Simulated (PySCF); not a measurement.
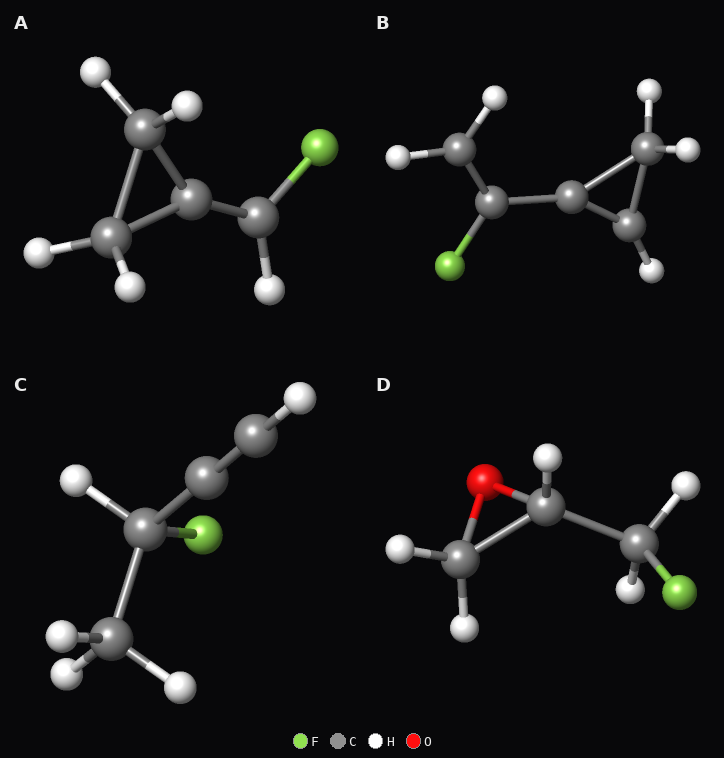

(Drawn from a calculation with PySCF.)

Question: Match each picture to its SMILES.
(1) C=C(F)C1=CC1
(2) FC=C1CC1
(3) FC[C@@H]1CO1
(4) C#C[C@H](C)F

Answer: A is (2), B is (1), C is (4), D is (3).
